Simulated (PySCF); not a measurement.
C₇H₁₁BO₂Si, SMILES C([SiH2]c1ccccc1)B(O)O, singlet at its GFN2-xTB optimised geometry (Å):

```
22

O      2.1085    -2.4120     0.0000
B      0.7581    -2.4120     0.0000
O      0.1291    -3.6228    -0.0588
C     -0.0141    -1.0332     0.0000
Si    -0.4711    -0.5580    -1.7822
C     -1.4583     1.0544    -1.7986
C     -2.0187     1.4931    -2.9950
C     -2.7382     2.6713    -3.0642
C     -2.9127     3.4427    -1.9268
C     -2.3633     3.0254    -0.7271
C     -1.6448     1.8441    -0.6681
H      2.4949    -3.2878    -0.0420
H     -0.8256    -3.6027    -0.0722
H     -0.9220    -1.0845     0.6019
H      0.6122    -0.2506     0.4226
H      0.7298    -0.3990    -2.6137
H     -1.3167    -1.6101    -2.3826
H     -1.8850     0.8948    -3.8848
H     -3.1644     2.9915    -4.0045
H     -3.4741     4.3646    -1.9764
H     -2.4949     3.6228     0.1641
H     -1.2208     1.5312     0.2754
```

Method: PBE/def2-SVP (PySCF). Cells within 0.4 Å of a nucleus heavier than hydrogen are left out (blank, or x).

Map of the deformation density (molecule minus spherical neutral atoms) (e/bohr³) on the plane z = 0.0 Å:

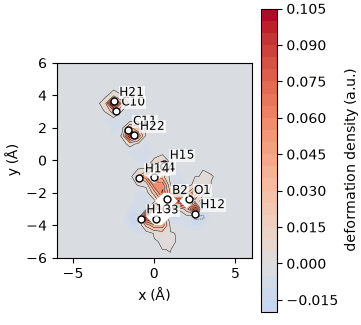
Deformation density (molecule minus spherical neutral atoms) (e/bohr³) on the plane z = 0.0 Å.
